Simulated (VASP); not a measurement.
Band structure of Mg$_{3}$Sb$_{2}$ (a-la2o3). Computed with MS2 meta-GGA, VASP's PBE PAW potentials (set 64) (plane waves; VASP 6.6.1).

Unless said otherwise, spin-orbit coupling is left out, though it shifts the bands of the heavy elements here.

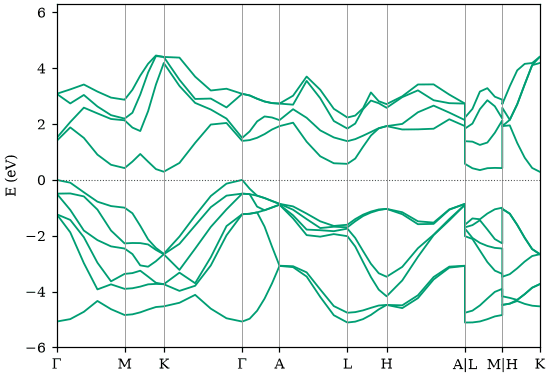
Fig. 1. Bands along high-symmetry lines, zero at the valence-band maximum or, without a gap, the Fermi level

**Question.** Read the plot: is there a gap, and where are the band edges?

**Answer.** The gap is indirect, 0.29 eV, from the valence maximum at Γ to the conduction minimum at K.

The compound is Mg3Sb2 in the a-la2o3 structure. It was relaxed first.
